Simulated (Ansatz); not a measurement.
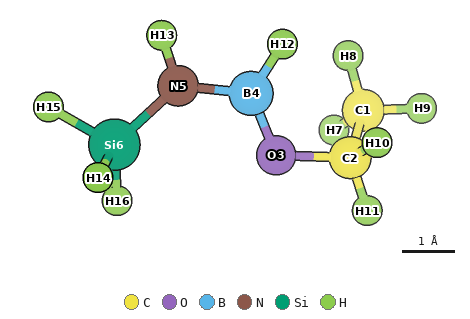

Fig. 1: The starting structure (ball-and-stick view, seen at a tilt; atoms are numbered from 1 in the order of the input).

Molecular dynamics of C₂H₁₀BNOSi (part 1 of 4)

- system: C₂H₁₀BNOSi, SMILES CCOBN[SiH3]
- method: RKS PBE0/STO-3G (Ansatz 0.2.0)

It belongs to a series of runs on one base structure; here: dynamics from the last frame of an earlier run. Figures and captions count atoms from 1; the log counts them from 0 in places.

## Output
```
Engine: ansatz 0.2.0, aarch64-unknown-linux-gnu
Functional definition: PBE0
  parameter a = 0.25
  parameter kappa = 0.804
  parameter beta = 0.06672455060314922
  exchange = (1 - a)*pbe_x(kappa = kappa, mu = beta*pi^2/3) + a*exact_x
  correlation = pbe_c(beta = beta)
these checks for a lower state are left out or cut short: stability, starts, cluster_reference, orbital_swaps, neighbouring_geometries, increment
649 factors; integrals over basis functions are off by at most 1.8e-5 eV
mean field evaluation 1: about -14145.0896 eV, gradient 2.3e1 eV
mean field evaluation 2: about -14145.3903 eV, gradient 2.2e1 eV
mean field evaluation 4: about -14146.7259 eV, gradient 5.1e-1 eV
mean field evaluation 8: about -14146.6619 eV, gradient 4.1e-2 eV
mean field -14146.66194325 eV, -519.8802374624 hartree, gradient 5.9e-6 eV, S^2 0.000000; 0 other end points of the search recorded, 0 dependent functions left out
the calculation of the forces begins
reference -14146.66196513 eV, -519.8802382665 hartree; 28, 28 occupied and 16, 16 virtual orbitals, 649 factors
md step     0: t =     0.00 fs  T =   656.3 K  F+E_penalty+E_count = -14146.66194325 eV  E_kin = 1.357230 eV  (13 SCF iters)
these checks for a lower state are left out or cut short: stability, starts, cluster_reference, orbital_swaps, neighbouring_geometries, increment
649 factors; integrals over basis functions are off by at most 1.8e-5 eV
mean field evaluation 16: about -14146.7977 eV, gradient 7.7e-1 eV
mean field -14146.73521015 eV, -519.8829299715 hartree, gradient 2.3e-6 eV, S^2 0.000000; 0 other end points of the search recorded, 0 dependent functions left out
the calculation of the forces begins
reference -14146.73523204 eV, -519.8829307759 hartree; 28, 28 occupied and 16, 16 virtual orbitals, 649 factors
md step     1: t =     0.50 fs  T =   674.4 K  F+E_penalty+E_count = -14146.73521015 eV  E_kin = 1.394675 eV  (19 SCF iters)
[... from here on the SCF iterations and repeated set-up lines of each step are left out, up to the last step ...]
md step     2: t =     1.00 fs  T =   649.7 K  F+E_penalty+E_count = -14146.78784825 eV  E_kin = 1.343666 eV  (19 SCF iters)
md step     3: t =     1.50 fs  T =   657.5 K  F+E_penalty+E_count = -14146.82182366 eV  E_kin = 1.359777 eV  (19 SCF iters)
md step     4: t =     2.00 fs  T =   674.6 K  F+E_penalty+E_count = -14146.83918571 eV  E_kin = 1.395263 eV  (19 SCF iters)
md step     5: t =     2.50 fs  T =   660.6 K  F+E_penalty+E_count = -14146.84293747 eV  E_kin = 1.366181 eV  (19 SCF iters)
md step     6: t =     3.00 fs  T =   637.1 K  F+E_penalty+E_count = -14146.83218882 eV  E_kin = 1.317639 eV  (19 SCF iters)
md step     7: t =     3.50 fs  T =   633.5 K  F+E_penalty+E_count = -14146.81178314 eV  E_kin = 1.310101 eV  (19 SCF iters)
md step     8: t =     4.00 fs  T =   652.3 K  F+E_penalty+E_count = -14146.79267371 eV  E_kin = 1.349131 eV  (19 SCF iters)
md step     9: t =     4.50 fs  T =   673.1 K  F+E_penalty+E_count = -14146.77641389 eV  E_kin = 1.392140 eV  (19 SCF iters)
md step    10: t =     5.00 fs  T =   601.3 K  F+E_penalty+E_count = -14146.75757358 eV  E_kin = 1.243605 eV  (19 SCF iters)
md step    11: t =     5.50 fs  T =   586.5 K  F+E_penalty+E_count = -14146.72800017 eV  E_kin = 1.213003 eV  (19 SCF iters)
md step    12: t =     6.00 fs  T =   585.5 K  F+E_penalty+E_count = -14146.68550507 eV  E_kin = 1.210956 eV  (19 SCF iters)
md step    13: t =     6.50 fs  T =   612.3 K  F+E_penalty+E_count = -14146.64499186 eV  E_kin = 1.266345 eV  (19 SCF iters)
md step    14: t =     7.00 fs  T =   572.3 K  F+E_penalty+E_count = -14146.61591893 eV  E_kin = 1.183614 eV  (19 SCF iters)
md step    15: t =     7.50 fs  T =   588.2 K  F+E_penalty+E_count = -14146.59413966 eV  E_kin = 1.216546 eV  (19 SCF iters)
md step    16: t =     8.00 fs  T =   563.9 K  F+E_penalty+E_count = -14146.57481667 eV  E_kin = 1.166168 eV  (19 SCF iters)
md step    17: t =     8.50 fs  T =   561.8 K  F+E_penalty+E_count = -14146.58022111 eV  E_kin = 1.161924 eV  (19 SCF iters)
md step    18: t =     9.00 fs  T =   588.2 K  F+E_penalty+E_count = -14146.62304964 eV  E_kin = 1.216567 eV  (19 SCF iters)
md step    19: t =     9.50 fs  T =   617.8 K  F+E_penalty+E_count = -14146.68754110 eV  E_kin = 1.277666 eV  (19 SCF iters)
md step    20: t =    10.00 fs  T =   681.0 K  F+E_penalty+E_count = -14146.76259468 eV  E_kin = 1.408511 eV  (19 SCF iters)
md step    21: t =    10.50 fs  T =   700.8 K  F+E_penalty+E_count = -14146.83761529 eV  E_kin = 1.449426 eV  (19 SCF iters)
md step    22: t =    11.00 fs  T =   748.2 K  F+E_penalty+E_count = -14146.90225213 eV  E_kin = 1.547326 eV  (19 SCF iters)
md step    23: t =    11.50 fs  T =   778.6 K  F+E_penalty+E_count = -14146.95138121 eV  E_kin = 1.610304 eV  (19 SCF iters)
md step    24: t =    12.00 fs  T =   803.3 K  F+E_penalty+E_count = -14146.98003858 eV  E_kin = 1.661325 eV  (19 SCF iters)
md step    25: t =    12.50 fs  T =   842.2 K  F+E_penalty+E_count = -14146.98695022 eV  E_kin = 1.741707 eV  (19 SCF iters)
md step    26: t =    13.00 fs  T =   841.9 K  F+E_penalty+E_count = -14146.97260164 eV  E_kin = 1.741122 eV  (19 SCF iters)
md step    27: t =    13.50 fs  T =   836.3 K  F+E_penalty+E_count = -14146.93774041 eV  E_kin = 1.729683 eV  (19 SCF iters)
md step    28: t =    14.00 fs  T =   836.0 K  F+E_penalty+E_count = -14146.88457216 eV  E_kin = 1.728978 eV  (19 SCF iters)
md step    29: t =    14.50 fs  T =   746.5 K  F+E_penalty+E_count = -14146.82518083 eV  E_kin = 1.543779 eV  (19 SCF iters)
md step    30: t =    15.00 fs  T =   720.2 K  F+E_penalty+E_count = -14146.76900035 eV  E_kin = 1.489455 eV  (19 SCF iters)
md step    31: t =    15.50 fs  T =   699.9 K  F+E_penalty+E_count = -14146.72144822 eV  E_kin = 1.447608 eV  (19 SCF iters)
md step    32: t =    16.00 fs  T =   701.0 K  F+E_penalty+E_count = -14146.69405618 eV  E_kin = 1.449712 eV  (19 SCF iters)
md step    33: t =    16.50 fs  T =   732.3 K  F+E_penalty+E_count = -14146.69201943 eV  E_kin = 1.514466 eV  (19 SCF iters)
md step    34: t =    17.00 fs  T =   740.9 K  F+E_penalty+E_count = -14146.70715902 eV  E_kin = 1.532403 eV  (19 SCF iters)
md step    35: t =    17.50 fs  T =   784.8 K  F+E_penalty+E_count = -14146.73225715 eV  E_kin = 1.623085 eV  (19 SCF iters)
md step    36: t =    18.00 fs  T =   784.5 K  F+E_penalty+E_count = -14146.76504739 eV  E_kin = 1.622541 eV  (19 SCF iters)
md step    37: t =    18.50 fs  T =   802.8 K  F+E_penalty+E_count = -14146.79472240 eV  E_kin = 1.660350 eV  (19 SCF iters)
md step    38: t =    19.00 fs  T =   776.6 K  F+E_penalty+E_count = -14146.81126499 eV  E_kin = 1.606204 eV  (19 SCF iters)
md step    39: t =    19.50 fs  T =   801.7 K  F+E_penalty+E_count = -14146.80360003 eV  E_kin = 1.658120 eV  (19 SCF iters)
md step    40: t =    20.00 fs  T =   770.4 K  F+E_penalty+E_count = -14146.77489160 eV  E_kin = 1.593219 eV  (19 SCF iters)
md step    41: t =    20.50 fs  T =   731.4 K  F+E_penalty+E_count = -14146.73629116 eV  E_kin = 1.512638 eV  (19 SCF iters)
md step    42: t =    21.00 fs  T =   664.2 K  F+E_penalty+E_count = -14146.70275313 eV  E_kin = 1.373754 eV  (19 SCF iters)
md step    43: t =    21.50 fs  T =   664.4 K  F+E_penalty+E_count = -14146.68755548 eV  E_kin = 1.374127 eV  (19 SCF iters)
md step    44: t =    22.00 fs  T =   651.7 K  F+E_penalty+E_count = -14146.68287736 eV  E_kin = 1.347866 eV  (19 SCF iters)
md step    45: t =    22.50 fs  T =   642.8 K  F+E_penalty+E_count = -14146.68761601 eV  E_kin = 1.329387 eV  (19 SCF iters)
md step    46: t =    23.00 fs  T =   662.3 K  F+E_penalty+E_count = -14146.69884978 eV  E_kin = 1.369650 eV  (19 SCF iters)
md step    47: t =    23.50 fs  T =   655.1 K  F+E_penalty+E_count = -14146.70634227 eV  E_kin = 1.354762 eV  (19 SCF iters)
md step    48: t =    24.00 fs  T =   704.4 K  F+E_penalty+E_count = -14146.70927419 eV  E_kin = 1.456906 eV  (19 SCF iters)
md step    49: t =    24.50 fs  T =   697.2 K  F+E_penalty+E_count = -14146.71224408 eV  E_kin = 1.441980 eV  (19 SCF iters)
md step    50: t =    25.00 fs  T =   655.8 K  F+E_penalty+E_count = -14146.71789054 eV  E_kin = 1.356383 eV  (19 SCF iters)
md step    51: t =    25.50 fs  T =   627.4 K  F+E_penalty+E_count = -14146.72393061 eV  E_kin = 1.297593 eV  (19 SCF iters)
md step    52: t =    26.00 fs  T =   641.4 K  F+E_penalty+E_count = -14146.73389010 eV  E_kin = 1.326551 eV  (19 SCF iters)
md step    53: t =    26.50 fs  T =   679.4 K  F+E_penalty+E_count = -14146.75033997 eV  E_kin = 1.405073 eV  (19 SCF iters)
md step    54: t =    27.00 fs  T =   676.7 K  F+E_penalty+E_count = -14146.77097441 eV  E_kin = 1.399562 eV  (19 SCF iters)
md step    55: t =    27.50 fs  T =   677.1 K  F+E_penalty+E_count = -14146.79380404 eV  E_kin = 1.400292 eV  (19 SCF iters)
md step    56: t =    28.00 fs  T =   692.0 K  F+E_penalty+E_count = -14146.81575895 eV  E_kin = 1.431081 eV  (19 SCF iters)
md step    57: t =    28.50 fs  T =   718.7 K  F+E_penalty+E_count = -14146.84090150 eV  E_kin = 1.486483 eV  (19 SCF iters)
md step    58: t =    29.00 fs  T =   714.8 K  F+E_penalty+E_count = -14146.86191112 eV  E_kin = 1.478226 eV  (19 SCF iters)
md step    59: t =    29.50 fs  T =   698.3 K  F+E_penalty+E_count = -14146.86461895 eV  E_kin = 1.444095 eV  (19 SCF iters)
md step    60: t =    30.00 fs  T =   700.2 K  F+E_penalty+E_count = -14146.84773020 eV  E_kin = 1.448201 eV  (19 SCF iters)
md step    61: t =    30.50 fs  T =   676.5 K  F+E_penalty+E_count = -14146.81847084 eV  E_kin = 1.399109 eV  (19 SCF iters)
md step    62: t =    31.00 fs  T =   621.5 K  F+E_penalty+E_count = -14146.77541440 eV  E_kin = 1.285331 eV  (19 SCF iters)
md step    63: t =    31.50 fs  T =   589.0 K  F+E_penalty+E_count = -14146.72269778 eV  E_kin = 1.218085 eV  (19 SCF iters)
md step    64: t =    32.00 fs  T =   536.5 K  F+E_penalty+E_count = -14146.67648804 eV  E_kin = 1.109633 eV  (19 SCF iters)
md step    65: t =    32.50 fs  T =   531.5 K  F+E_penalty+E_count = -14146.65442881 eV  E_kin = 1.099187 eV  (19 SCF iters)
md step    66: t =    33.00 fs  T =   540.9 K  F+E_penalty+E_count = -14146.65967210 eV  E_kin = 1.118669 eV  (19 SCF iters)
md step    67: t =    33.50 fs  T =   520.6 K  F+E_penalty+E_count = -14146.68715740 eV  E_kin = 1.076698 eV  (19 SCF iters)
md step    68: t =    34.00 fs  T =   495.2 K  F+E_penalty+E_count = -14146.72723803 eV  E_kin = 1.024199 eV  (19 SCF iters)
md step    69: t =    34.50 fs  T =   538.2 K  F+E_penalty+E_count = -14146.76967162 eV  E_kin = 1.113121 eV  (19 SCF iters)
md step    70: t =    35.00 fs  T =   571.2 K  F+E_penalty+E_count = -14146.81228985 eV  E_kin = 1.181361 eV  (19 SCF iters)
md step    71: t =    35.50 fs  T =   608.8 K  F+E_penalty+E_count = -14146.85657989 eV  E_kin = 1.259016 eV  (19 SCF iters)
md step    72: t =    36.00 fs  T =   634.2 K  F+E_penalty+E_count = -14146.89811426 eV  E_kin = 1.311550 eV  (19 SCF iters)
md step    73: t =    36.50 fs  T =   625.2 K  F+E_penalty+E_count = -14146.92697387 eV  E_kin = 1.293087 eV  (19 SCF iters)
md step    74: t =    37.00 fs  T =   649.2 K  F+E_penalty+E_count = -14146.93811909 eV  E_kin = 1.342705 eV  (19 SCF iters)
md step    75: t =    37.50 fs  T =   669.0 K  F+E_penalty+E_count = -14146.92857571 eV  E_kin = 1.383677 eV  (19 SCF iters)
md step    76: t =    38.00 fs  T =   629.3 K  F+E_penalty+E_count = -14146.90081077 eV  E_kin = 1.301583 eV  (19 SCF iters)
md step    77: t =    38.50 fs  T =   673.6 K  F+E_penalty+E_count = -14146.85831104 eV  E_kin = 1.393180 eV  (19 SCF iters)
md step    78: t =    39.00 fs  T =   638.1 K  F+E_penalty+E_count = -14146.80830407 eV  E_kin = 1.319683 eV  (19 SCF iters)
md step    79: t =    39.50 fs  T =   657.9 K  F+E_penalty+E_count = -14146.76017410 eV  E_kin = 1.360637 eV  (19 SCF iters)
md step    80: t =    40.00 fs  T =   601.9 K  F+E_penalty+E_count = -14146.71963169 eV  E_kin = 1.244731 eV  (19 SCF iters)
md step    81: t =    40.50 fs  T =   530.5 K  F+E_penalty+E_count = -14146.68803515 eV  E_kin = 1.097165 eV  (19 SCF iters)
md step    82: t =    41.00 fs  T =   517.5 K  F+E_penalty+E_count = -14146.66022306 eV  E_kin = 1.070208 eV  (19 SCF iters)
md step    83: t =    41.50 fs  T =   510.4 K  F+E_penalty+E_count = -14146.64354026 eV  E_kin = 1.055500 eV  (19 SCF iters)
md step    84: t =    42.00 fs  T =   521.9 K  F+E_penalty+E_count = -14146.64383288 eV  E_kin = 1.079333 eV  (19 SCF iters)
md step    85: t =    42.50 fs  T =   508.4 K  F+E_penalty+E_count = -14146.65768117 eV  E_kin = 1.051444 eV  (19 SCF iters)
md step    86: t =    43.00 fs  T =   510.4 K  F+E_penalty+E_count = -14146.67775976 eV  E_kin = 1.055585 eV  (19 SCF iters)
md step    87: t =    43.50 fs  T =   472.0 K  F+E_penalty+E_count = -14146.70180343 eV  E_kin = 0.976225 eV  (19 SCF iters)
md step    88: t =    44.00 fs  T =   501.1 K  F+E_penalty+E_count = -14146.73663530 eV  E_kin = 1.036347 eV  (19 SCF iters)
md step    89: t =    44.50 fs  T =   540.2 K  F+E_penalty+E_count = -14146.77732468 eV  E_kin = 1.117228 eV  (19 SCF iters)
md step    90: t =    45.00 fs  T =   576.7 K  F+E_penalty+E_count = -14146.81665334 eV  E_kin = 1.192717 eV  (19 SCF iters)
md step    91: t =    45.50 fs  T =   615.1 K  F+E_penalty+E_count = -14146.84574862 eV  E_kin = 1.272158 eV  (19 SCF iters)
md step    92: t =    46.00 fs  T =   641.1 K  F+E_penalty+E_count = -14146.85583464 eV  E_kin = 1.325890 eV  (19 SCF iters)
md step    93: t =    46.50 fs  T =   677.4 K  F+E_penalty+E_count = -14146.84575068 eV  E_kin = 1.401056 eV  (19 SCF iters)
md step    94: t =    47.00 fs  T =   658.7 K  F+E_penalty+E_count = -14146.81843645 eV  E_kin = 1.362256 eV  (19 SCF iters)
md step    95: t =    47.50 fs  T =   660.9 K  F+E_penalty+E_count = -14146.78073041 eV  E_kin = 1.366946 eV  (19 SCF iters)
md step    96: t =    48.00 fs  T =   645.3 K  F+E_penalty+E_count = -14146.73133784 eV  E_kin = 1.334492 eV  (19 SCF iters)
md step    97: t =    48.50 fs  T =   628.0 K  F+E_penalty+E_count = -14146.67416102 eV  E_kin = 1.298794 eV  (20 SCF iters)
md step    98: t =    49.00 fs  T =   583.6 K  F+E_penalty+E_count = -14146.62720312 eV  E_kin = 1.207034 eV  (20 SCF iters)
md step    99: t =    49.50 fs  T =   605.2 K  F+E_penalty+E_count = -14146.60200343 eV  E_kin = 1.251602 eV  (20 SCF iters)
these checks for a lower state are left out or cut short: stability, starts, cluster_reference, orbital_swaps, neighbouring_geometries, increment
649 factors; integrals over basis functions are off by at most 2.9e-5 eV
mean field -14146.59968844 eV, -519.8779496405 hartree, gradient 2.8e-6 eV, S^2 0.000000; 0 other end points of the search recorded, 0 dependent functions left out
the calculation of the forces begins
reference -14146.59971066 eV, -519.8779504570 hartree; 28, 28 occupied and 16, 16 virtual orbitals, 649 factors
md step   100: t =    50.00 fs  T =   634.0 K  F+E_penalty+E_count = -14146.59968844 eV  E_kin = 1.311243 eV  (20 SCF iters)
```

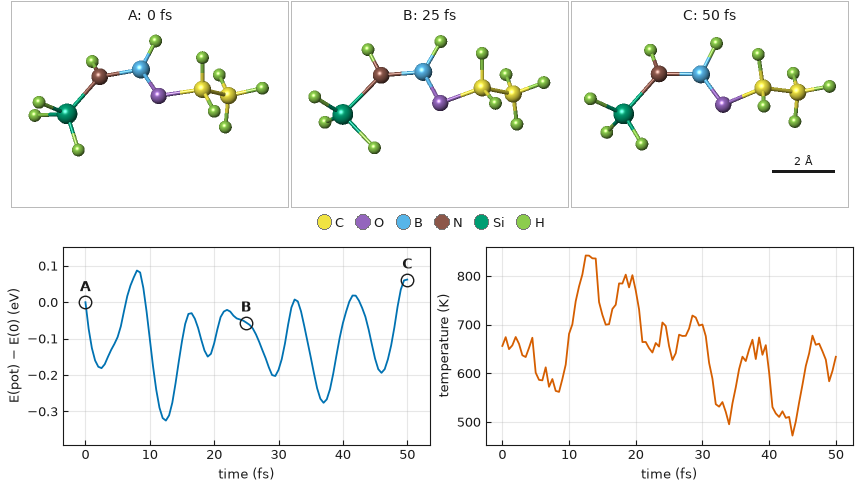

Fig. 2: Frames of the molecular dynamics (ball-and-stick, seen at a tilt) above the curves, on which the letters mark them. The trajectory kept here has 101 frames over 50 fs. The temperature starts at 656 K, ranges from 472 to 842 K and averages 608 K over the second half. The potential energy ends 0.062 eV above its first value. After an unweighted best fit of the last frame on the first, the root-mean-square displacement is 0.34 Å, and H13 has moved furthest (0.62 Å).

```
Total energy: -14146.59971066 eV, -519.8779504570 hartree
Atom 0 at    -0.170050    -2.284896    -1.520812 Å, force    -0.831501     0.265049    -2.594282 eV/Å
Atom 1 at     0.833336    -1.449772    -0.809659 Å, force     1.676590     3.943830    -0.216862 eV/Å
Atom 2 at     0.194624    -0.419988     0.106387 Å, force    -0.064852     0.779763    -1.397811 eV/Å
Atom 3 at    -0.037302     0.800666    -0.566540 Å, force     0.881475    -1.405363    -0.961850 eV/Å
Atom 4 at    -0.162226     2.056648     0.013744 Å, force    -0.349606    -0.557974     2.244771 eV/Å
Atom 5 at    -0.213743     2.417484     1.764473 Å, force     0.695458     3.784283    -2.083876 eV/Å
Atom 6 at    -0.852384    -2.531768    -0.792135 Å, force    -2.405170    -1.544643     2.296217 eV/Å
Atom 7 at    -0.762826    -1.687205    -2.224675 Å, force     0.311378     0.424065    -0.084575 eV/Å
Atom 8 at     0.094245    -3.176798    -2.097671 Å, force     0.912466    -0.053171     0.447958 eV/Å
Atom 9 at     1.532347    -0.915726    -1.548406 Å, force    -0.819945    -0.820830     0.992099 eV/Å
Atom 10 at     1.436975    -1.937481    -0.068740 Å, force     0.938672    -1.546868     0.427465 eV/Å
Atom 11 at     0.001521     0.862491    -1.740302 Å, force    -0.157511    -0.397360    -0.101190 eV/Å
Atom 12 at    -0.418178     2.771587    -0.667174 Å, force    -0.086020     0.868595    -0.163356 eV/Å
Atom 13 at     0.878569     3.373082     2.150231 Å, force    -1.090438    -0.622598    -0.505685 eV/Å
Atom 14 at    -1.491621     2.911077     2.181668 Å, force    -0.306583     0.414517    -0.117854 eV/Å
Atom 15 at    -0.009277     1.324750     2.483803 Å, force     0.695587    -3.531296     1.818832 eV/Å
Dipole moment:    -0.049952     0.122635    -0.034192 e Å
Checks for a lower state left out: stability, starts, cluster_reference, orbital_swaps, neighbouring_geometries, increment
```

## Trajectory as extended XYZ (Å, eV, eV/Å), 49 of the 101 frames kept, from step=0 to step=100
```
16
Properties=species:S:1:pos:R:3:forces:R:3 step=0 time_fs=0.0 energy=-14146.66194 temperature=656.2
C    -0.3967   -2.1171   -1.2933    0.8051  -0.9294  -2.5993
C     0.8363   -1.6537   -0.4919    0.6296   1.2913  -0.4812
O     0.5255   -0.4184    0.2570   -0.1261  -0.8079   0.9500
B     0.2325    0.6897   -0.4744   -0.5246   1.2635   0.8796
N    -0.2127    1.8840    0.1906    0.3986  -2.3465  -2.1134
Si   -0.4058    2.1852    1.8284    0.8635   5.4312   1.0326
H    -1.1887   -2.3592   -0.5989   -0.5902  -0.2923   0.3594
H    -0.7573   -1.3391   -2.0033    0.2347  -0.2718   0.5657
H    -0.1465   -3.0331   -1.9464   -0.3983   1.3710   1.3615
H     1.7367   -1.3519   -1.0949   -0.6081  -0.9947  -0.2313
H     1.1092   -2.5020    0.1757    0.1351   0.6667   0.3715
H     0.2906    0.7880   -1.6092    0.0867  -0.3663  -1.2095
H    -0.6913    2.5468   -0.4254    0.1525   0.4629  -0.3752
H     0.7263    2.8342    2.4367    0.7877  -0.2288  -0.3593
H    -1.2664    3.3624    1.9644   -0.5439  -0.9259  -0.1808
H    -0.6132    1.2431    2.7376   -1.3023  -3.3230   2.0297
16
Properties=species:S:1:pos:R:3:forces:R:3 step=2 time_fs=1.0 energy=-14146.78785 temperature=649.7
C    -0.4064   -2.1139   -1.3009    1.5106  -1.7564  -1.9554
C     0.8451   -1.6425   -0.4998   -0.8534   0.2995   0.5811
O     0.5234   -0.4213    0.2563   -0.0822  -0.6131   1.1150
B     0.2300    0.6905   -0.4642   -0.5146   1.0510   0.2451
N    -0.2111    1.8834    0.1896    0.4057  -2.2243  -1.9478
Si   -0.4008    2.1855    1.8266    0.0943   4.1342   2.1151
H    -1.1868   -2.3989   -0.6000   -0.4616   0.0650   0.1871
H    -0.7454   -1.3365   -2.0068   -0.0791  -0.1213   0.3570
H    -0.1436   -3.0510   -1.9384   -0.4433   1.7684   1.3208
H     1.7083   -1.3446   -1.0926    0.5458  -0.6270  -1.0039
H     1.1283   -2.4832    0.1958   -0.0177   0.9276  -0.1454
H     0.2686    0.7618   -1.6103    0.0963  -0.2751  -0.9015
H    -0.6762    2.5511   -0.4295    0.0939   0.4865  -0.3868
H     0.7093    2.8364    2.4314    1.1934   0.0388  -0.2270
H    -1.2833    3.3472    1.9756   -0.4755  -0.9392  -0.2393
H    -0.5992    1.2322    2.7886   -1.0125  -2.2145   0.8857
```
